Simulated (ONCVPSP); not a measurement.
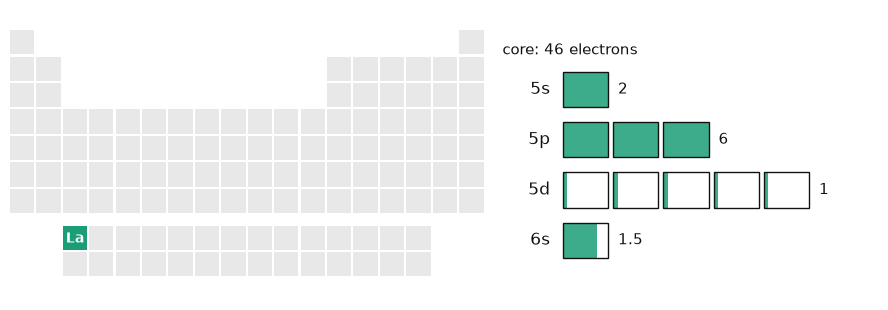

*Left, the place of lanthanum in the periodic table; right, the valence shells of the reference configuration: a box for each of the 2l + 1 orbitals, shaded by the share of the shell that is filled, with the electron count at the right. The shells are those of the unaltered input.*

La: pseudopotential generation

- system: lanthanum (La, Z = 57), core [Kr] 4d10, reference valence 5s2 5p6 5d1 6s1.5 (an ion of charge +0.5), valence charge 11. (This line and the method describe the unaltered input from which the odd one was made.)
- method: ONCV potential, PBE, scalar-relativistic, made with ONCVPSP 4.0.1

## Input file
```
# ATOM AND REFERENCE CONFIGURATION
# atsym  z   nc   nv     iexc    psfile
  La 57.00    9    4        4      upf
#
#   n    l    f
    1    0    2.00
    2    0    2.00
    2    1    6.00
    3    0    2.00
    3    1    6.00
    3    2   10.00
    4    0    2.00
    4    1    6.00
    4    2   10.00
    5    0    2.00
    5    1    6.00
    5    2    1.00
    6    0    1.50
#
# PSEUDOPOTENTIAL AND OPTIMIZATION
# lmax
    3
#
#   l,   rc,      ep,       ncon, nbas, qcut
    0    2.50    0.00    4    8    4.10
    1    3.05    0.00    3    7    5.40
    2    3.65    0.00    4    9    4.50
    3    3.30    0.03    5    8    1.00
#
# LOCAL POTENTIAL
# lloc, lpopt,  rc(5),   dvloc0
    4    5    2.35   -1.00
#
# VANDERBILT-KLEINMAN-BYLANDER PROJECTORs
# l, nproj, debl
    0    2    3.60
    1    2    1.40
    2    2    0.50
    3    2    0.70
#
# MODEL CORE CHARGE
# icmod, fcfact, rcfact
    3    3.75    1.20
#
# LOG DERIVATIVE ANALYSIS
# epsh1, epsh2, depsh
   -3.00    5.00    0.02
#
# OUTPUT GRID
# rlmax, drl
    6.00    0.01
#
# TEST CONFIGURATIONS
# ncnf
    4
# nvcnf
#   n    l    f
    4
    5    0    2.00
    5    1    6.00
    5    2    1.00
    6    0    2.00
#
    4
    5    0    2.00
    5    1    6.00
    5    2    1.00
    6    0    1.00
#
    4
    5    0    2.00
    5    1    6.00
    5    2    1.00
    6    0    0.00
#
    5
    5    0    2.00
    5    1    6.00
    5    2    1.00
    6    0    0.00
    6    1    2.00
#
```

Launched with:
```bash
oncvpsp.x < La.dat > La.out
```

## The program's output (extracts)
```
ONCVPSP  (Optimized Norm-Conservinng Vanderbilt PSeudopotential)
scalar-relativistic version 4.0.1

#   n    l    f        energy (Ha)
    1    0    2.00    -1.4242342E+03
    2    0    2.00    -2.2680935E+02
    2    1    6.00    -2.0328261E+02
    3    0    2.00    -4.8592604E+01
    3    1    6.00    -4.1081024E+01
    3    2   10.00    -3.0292439E+01
    4    0    2.00    -9.8947027E+00
    4    1    6.00    -7.4522962E+00
    4    2   10.00    -3.9187907E+00
    5    0    2.00    -1.5324824E+00
    5    1    6.00    -9.2507660E-01
    5    2    1.00    -2.0922438E-01
    6    0    1.50    -2.1847548E-01

Reference configufation results
  iterations    25
  all-electron total energy (Ha)   -8.49319711D+03

Begin loop to  construct optimized pseudo wave functions
and semi-local pseudopoentials for all angular momenta

Calculating optimized projector #   1

 for l=   0

    Fraction of norm inside rc  0.952179
    Optimizing pswf for qcut=   4.10 a_B^-1,  ecut=   8.39 Ha
    Residual kinetic energy error=  7.22D-05 Ha

    Energy error per electron        Cutoff
         Ha          eV             Ha
         0.01000     0.27211        4.10
         0.00100     0.02721        6.48
         0.00010     0.00272        8.34
         0.00001     0.00027       25.85

Calculating optimized projector #   2

 for l=   0

    Fraction of norm inside rc  0.079624
    Optimizing pswf for qcut=   4.10 a_B^-1,  ecut=   8.39 Ha
    Residual kinetic energy error=  8.64D-05 Ha

    Energy error per electron        Cutoff
         Ha          eV             Ha
         0.01000     0.27211        1.98
         0.00100     0.02721        6.32
         0.00010     0.00272        8.57
         0.00001     0.00027       21.95

   Wellstate for l =  1  n =  7
     eigenvalue =   0.4749
     asymptotic potential =   0.9749
     half-point radius =  6.5394

Calculating optimized projector #   1

 for l=   1

    Fraction of norm inside rc  0.959976
    Optimizing pswf for qcut=   5.39 a_B^-1,  ecut=  14.55 Ha
    Residual kinetic energy error=  6.42D-09 Ha

    Energy error per electron        Cutoff
         Ha          eV             Ha
         0.01000     0.27211        3.74
         0.00100     0.02721        4.91
         0.00010     0.00272        5.99
         0.00001     0.00027        9.87

Calculating optimized projector #   2

 for l=   1

    Fraction of norm inside rc  0.186993
    Optimizing pswf for qcut=   5.39 a_B^-1,  ecut=  14.55 Ha
    Residual kinetic energy error=  1.29D-08 Ha

    Energy error per electron        Cutoff
         Ha          eV             Ha
         0.01000     0.27211        3.56
         0.00100     0.02721        4.91
         0.00010     0.00272        8.23
         0.00001     0.00027       10.65

   Wellstate for l =  2  n =  7
     eigenvalue =   0.2908
     asymptotic potential =   0.7908
     half-point radius = 10.9052

Calculating optimized projector #   1

 for l=   2

    Fraction of norm inside rc  0.777111
    Optimizing pswf for qcut=   4.50 a_B^-1,  ecut=  10.11 Ha
    Residual kinetic energy error=  1.56D-08 Ha

    Energy error per electron        Cutoff
         Ha          eV             Ha
         0.01000     0.27211        4.08
         0.00100     0.02721        5.59
         0.00010     0.00272        6.85
         0.00001     0.00027        8.00

Calculating optimized projector #   2

 for l=   2

    Fraction of norm inside rc  0.117438
    Optimizing pswf for qcut=   4.50 a_B^-1,  ecut=  10.11 Ha
    Residual kinetic energy error=  2.24D-08 Ha

    Energy error per electron        Cutoff
         Ha          eV             Ha
         0.01000     0.27211        3.74
         0.00100     0.02721        5.39
         0.00010     0.00272        6.78
         0.00001     0.00027        7.99

WARNING wellstate: localized bound state found for n= 4 l= 3
WARNING this state with energy -0.26170458
WARNING will be used for the first projector

   Wellstate for l =  3  n =  6
     eigenvalue =   0.4383
     asymptotic potential =   0.9383
     half-point radius =  8.6548

Calculating optimized projector #   1

 for l=   3

    Fraction of norm inside rc  0.985806
    Optimizing pswf for qcut=   1.00 a_B^-1,  ecut=   0.50 Ha
    Residual kinetic energy error=  2.89D+00 Ha

    Energy error per electron        Cutoff
         Ha          eV             Ha
         0.01000     0.27211       21.88
         0.00100     0.02721       24.86
         0.00010     0.00272       27.91
         0.00001     0.00027       35.50

Calculating optimized projector #   2

 for l=   3

    Fraction of norm inside rc  0.206272
    Optimizing pswf for qcut=   1.00 a_B^-1,  ecut=   0.50 Ha
    Residual kinetic energy error=  8.10D-01 Ha

    Energy error per electron        Cutoff
         Ha          eV             Ha
         0.01000     0.27211       13.52
         0.00100     0.02721       26.34
         0.00010     0.00272       30.17
         0.00001     0.00027       33.36

Construct Vanderbilt / Kleinmman-Bylander projectors

B matrix Hermiticity error, ll=   0
   1   2    9.1661E-05

  Orthonormal projector coefficients  3.8803E+00  8.9516E-01

B matrix Hermiticity error, ll=   1
   1   2   -9.2965E-05

  Orthonormal projector coefficients  2.4078E+00  5.6517E-01

B matrix Hermiticity error, ll=   2
   1   2   -1.7593E-05

  Orthonormal projector coefficients  1.9677E+00  4.8626E-01

B matrix Hermiticity error, ll=   3
   1   2   -5.2818E-05

  Orthonormal projector coefficients -4.7464E+00 -2.9521E+00

Model core correction analysis
  based on d2Exc/dn_idn_j

d2excae - all-electron derivatives

   -2.644651D-02   -2.301883D-02   -9.778943D-03   -1.987557D-03
   -2.301883D-02   -2.296166D-02   -1.352610D-02   -3.077553D-03
   -9.778618D-03   -1.352585D-02   -1.889122D-02   -1.492300D-02
   -1.986742D-03   -3.075694D-03   -1.491790D-02   -2.796751D-02

d2excps - pseudofunction derivatives with no core correction

   -3.518172D-02   -2.665905D-02   -1.035408D-02   -3.135375D-03
   -2.665967D-02   -2.514264D-02   -1.390961D-02   -3.590938D-03
   -1.035379D-02   -1.390925D-02   -1.921033D-02   -1.504989D-02
   -3.135344D-03   -3.589123D-03   -1.504485D-02   -2.811547D-02

rms 2nd derivative error    2.643897E-03

rmatch, rhocmatch    1.2148    3.2278

Teter function model core charge with specified parameters

d2excps - pseudofunction derivatives with core correction

   -2.636067D-02   -2.290425D-02   -9.933975D-03   -2.130932D-03
   -2.290421D-02   -2.310504D-02   -1.374175D-02   -3.170368D-03
   -9.933615D-03   -1.374143D-02   -1.927604D-02   -1.498619D-02
   -2.130123D-03   -3.168511D-03   -1.498115D-02   -2.800208D-02

rms 2nd derivative error    1.602437E-04

Pseudoatom total energy  -31.988248

Diagnostic tests using Vanderbilt-Kleinman-Bylander pseudopotentials
  1 or more projectors used as specified by nproj input data

   l    rcore       rmatch      e in        delta e   norm test  slope test

   0   2.5052707   2.5813362  -1.5324824   0.0000005   1.0001032   1.0000981
   0   2.5052707   2.5813362  -0.2184755   0.0000011   1.0000209   1.0000175

   1   3.0520246   3.1446906  -0.9250766  -0.0000004   1.0000720   1.0000697
   1   3.0520246   3.1446906   0.4749234   0.0000092   1.0000759   1.0000759

   2   3.6519721   3.7628538  -0.2092244  -0.0000000   1.0000278   1.0000313
   2   3.6519721   3.7628538   0.2907756   0.0000021   1.0000831   1.0000831

   3   3.3186370   3.4193980  -0.2617046  -0.0000002   1.0001685   1.0001710
   3   3.3186370   3.4193980   0.4382954   0.0000033   1.0000608   1.0000608

 Testing for bound ghosts
   n   l    E NL Schr. Eq   E Basis Diag.   E Cutoff

   1   0       -1.532482       -1.532481     42.17
   2   0       -0.218474       -0.204312     42.17

   2   1       -0.925077       -0.925076     24.13

   3   2       -0.209224       -0.209168     33.26

   4   3       -0.261705       -0.261622     35.45

 Testing for highly-localized positive-energy ghosts
       l    <radius>/rc     E Basis Diag.   E Cutoff

       0        0.883315        2.509959     42.17  WARNING - GHOST(+)

Test configuration 0

   n   l     f        eae           eps        diff
   1   0  2.0000-1424.23415153
   2   0  2.0000 -226.80935302
   2   1  6.0000 -203.28261474
   3   0  2.0000  -48.59260392
   3   1  6.0000  -41.08102394
   3   2 10.0000  -30.29243945
   4   0  2.0000   -9.89470272
   4   1  6.0000   -7.45229618
   4   2 10.0000   -3.91879075
   5   0  2.0000   -1.53248237   -1.53248185    5.17D-07
   5   1  6.0000   -0.92507660   -0.92507700   -4.00D-07
   5   2  1.0000   -0.20922438   -0.20922441   -2.56D-08
   6   0  1.5000   -0.21847548   -0.21847436    1.13D-06

    Total energies and differences
      AE_ref= -8.49319711D+03  AE_tst= -8.49319711D+03  dif=  0.00D+00
      PS_ref= -3.19882475D+01  PS_tst= -3.19882475D+01  dif= -7.11D-15
      PSP excitation error=  7.11D-15

Test configuration 1

   n   l     f        eae           eps        diff
   1   0  2.0000-1424.13117956
   2   0  2.0000 -226.70673945
   2   1  6.0000 -203.17998646
   3   0  2.0000  -48.48997445
   3   1  6.0000  -40.97839441
   3   2 10.0000  -30.18982646
   4   0  2.0000   -9.79216496
   4   1  6.0000   -7.34978495
   4   2 10.0000   -3.81635258
   5   0  2.0000   -1.43043826   -1.43013013    3.08D-04
   5   1  6.0000   -0.82320022   -0.82313171    6.85D-05
   5   2  1.0000   -0.11356961   -0.11362325   -5.36D-05
   6   0  2.0000   -0.13522399   -0.13520627    1.77D-05

    Total energies and differences
      AE_ref= -8.49319711D+03  AE_tst= -8.49328529D+03  dif= -8.82D-02
      PS_ref= -3.19882475D+01  PS_tst= -3.20764377D+01  dif= -8.82D-02
      PSP excitation error=  1.00D-05

Test configuration 2

   n   l     f        eae           eps        diff
   1   0  2.0000-1424.34753378
   2   0  2.0000 -226.92230502
   2   1  6.0000 -203.39558312
   3   0  2.0000  -48.70554481
   3   1  6.0000  -41.19396476
   3   2 10.0000  -30.40536611
   4   0  2.0000  -10.00745267
   4   1  6.0000   -7.56500342
   4   2 10.0000   -4.03138876
   5   0  2.0000   -1.64426872   -1.64467261   -4.04D-04
   5   1  6.0000   -1.03637706   -1.03647366   -9.66D-05
   5   2  1.0000   -0.31269927   -0.31262366    7.56D-05
   6   0  1.0000   -0.30662357   -0.30666131   -3.77D-05

    Total energies and differences
      AE_ref= -8.49319711D+03  AE_tst= -8.49306604D+03  dif=  1.31D-01
      PS_ref= -3.19882475D+01  PS_tst= -3.18571495D+01  dif=  1.31D-01
      PSP excitation error= -2.94D-05

Test configuration 3

   n   l     f        eae           eps        diff
   1   0  2.0000-1424.60227329
   2   0  2.0000 -227.17598930
   2   1  6.0000 -203.64930187
   3   0  2.0000  -48.95911438
   3   1  6.0000  -41.44753351
   3   2 10.0000  -30.65891751
   4   0  2.0000  -10.26030449
   4   1  6.0000   -7.81771601
   4   2 10.0000   -4.28376684
   5   0  2.0000   -1.89340706   -1.89494308   -1.54D-03
   5   1  6.0000   -1.28320432   -1.28359648   -3.92D-04
   5   2  1.0000   -0.54013122   -0.53981625    3.15D-04

    Total energies and differences
      AE_ref= -8.49319711D+03  AE_tst= -8.49266590D+03  dif=  5.31D-01
      PS_ref= -3.19882475D+01  PS_tst= -3.14568382D+01  dif=  5.31D-01
      PSP excitation error= -2.00D-04

Test configuration 4

   n   l     f        eae           eps        diff
   1   0  2.0000-1424.21135359
   2   0  2.0000 -226.78652017
   2   1  6.0000 -203.25969855
   3   0  2.0000  -48.57007474
   3   1  6.0000  -41.05848256
   3   2 10.0000  -30.26988683
   4   0  2.0000   -9.87212493
   4   1  6.0000   -7.42965267
   4   2 10.0000   -3.89601400
   5   0  2.0000   -1.50922163   -1.50982940   -6.08D-04
   5   1  6.0000   -0.90046664   -0.90046556    1.08D-06
   5   2  1.0000   -0.17452959   -0.17431044    2.19D-04
   6   1  2.0000   -0.08392660   -0.08394585   -1.92D-05

    Total energies and differences
      AE_ref= -8.49319711D+03  AE_tst= -8.49310719D+03  dif=  8.99D-02
      PS_ref= -3.19882475D+01  PS_tst= -3.18983447D+01  dif=  8.99D-02
      PSP excitation error=  1.56D-05
```

## Outcome

- outcome: generated
- ghost flags of the generator: 0 GHOST(-), 1 GHOST(+)
- largest excitation error printed: 5.4 meV
- hardware: 1 CPU thread, shared host
- wall time: 7.2 s

## What is odd here

This input holds a deliberate oddity: qcut of l = 3 set to 1.00. The program ran to the end. The all-electron atom is untouched: its total energy equals that from the unaltered input (−8493.1971 Ha). The pseudo-atom's energy and ghost flags in the reference configuration are also those from the unaltered input, so the oddity leaves no trace there. Warnings of the program, in the generation or the tests: wellstate: localized bound state found for n= 4 l= 3.
